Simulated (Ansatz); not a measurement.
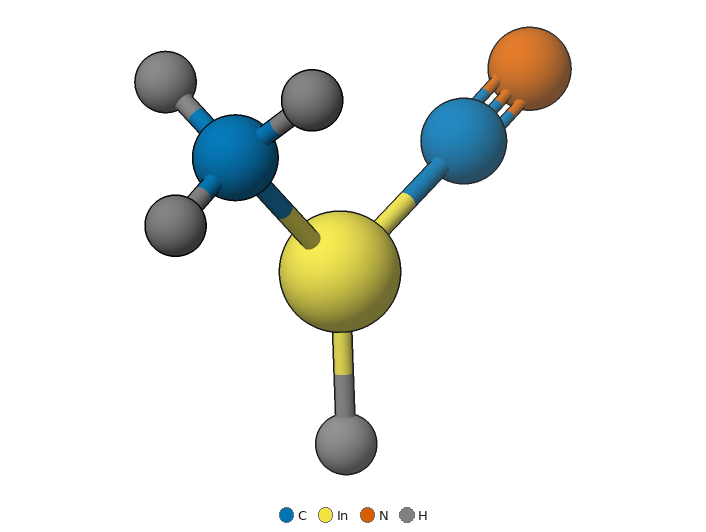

A ball-and-stick model of a molecule. Double and triple bonds are drawn as two and three sticks.

What does the picture show?

It has 8 atoms: 2 carbon, 4 hydrogen, 1 indium and 1 nitrogen (C₂H₄InN). SMILES: `[CH3][InH][C]#N`. Among its groups: nitrile. Coordination: 1 C tetrahedral; 1 In trigonal planar; 1 C linear.

More results for the same structure follow; atom numbers are the same in all pictures, views and colours differ. Computed geometry: PBE0-D4/def2-TZVP optimisation.

Charges

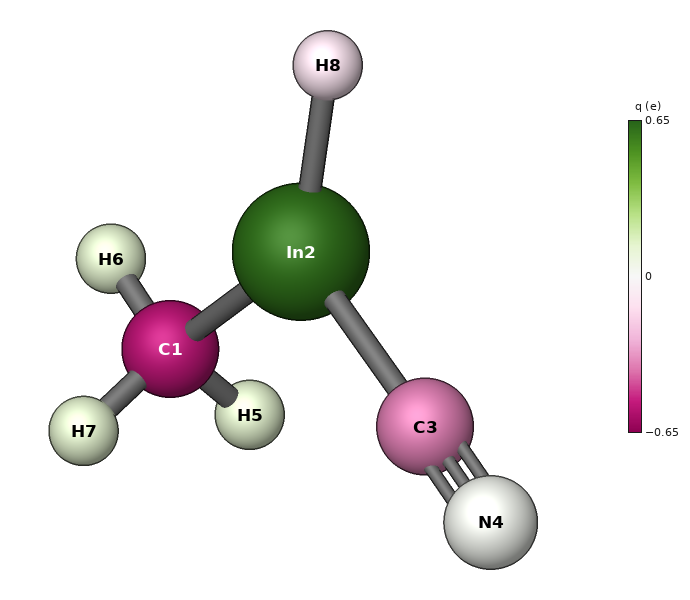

Atoms are coloured by their Mulliken charges. Method: RKS PBE-D4/def2-TZVPP, core potentials on In (Ansatz 0.2.0).

List the Mulliken charges.

```tsv
atom	value (e)
C1	−0.54
In2	0.62
C3	−0.37
N4	0.02
H5	0.12
H6	0.12
H7	0.12
H8	−0.10
```

Vibrations

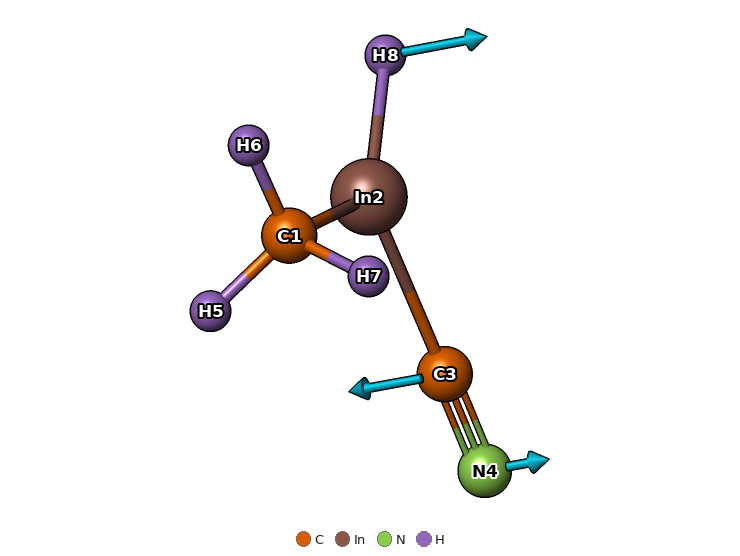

The arrows show one normal mode. Harmonic vibrations computed with RKS PBE0-D4/def2-TZVP, core potentials on In (Ansatz 0.2.0) at a stationary point of the same level.

Estimate its harmonic wavenumber.

Answer. 181 cm⁻¹; it is mode 3 of 18 counted from the lowest.

Electronic properties

Method: RKS PBE0-D4/def2-TZVPP, core potentials on In (Ansatz 0.2.0).

What does the calculation give?

- HOMO energy (Kohn–Sham orbital): −8.47 eV
- LUMO energy (Kohn–Sham orbital): −2.23 eV
- HOMO–LUMO gap: 6.24 eV
- dispersion correction: −11.0 kJ/mol
- vertical ionisation energy: 10.46 eV

Mulliken values depend strongly on the basis set and can even reverse the polarity of a bond.
